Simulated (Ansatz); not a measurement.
System: A15 Mo₃Si. Method: PBEsol-D3(BJ) (Ansatz, an electronic-structure program, PAW).

Numerical settings: plane-wave cutoff 520 eV, 12×12×12 k mesh, Fermi–Dirac smearing 0.05 eV, no spin polarisation, scalar-relativistic PAW data made under PBE.

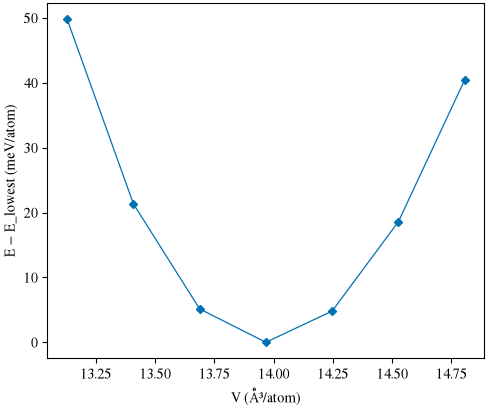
Figure: Total energy against volume

Question: From the curve, estimate the equilibrium volume and the bulk modulus.

Answer: V0 ≈ 14.0 Å³/atom and B0 ≈ 280 GPa; the fit gives V0 = 13.967 Å³/atom, B0 = 285 GPa, B′ = 4.2.
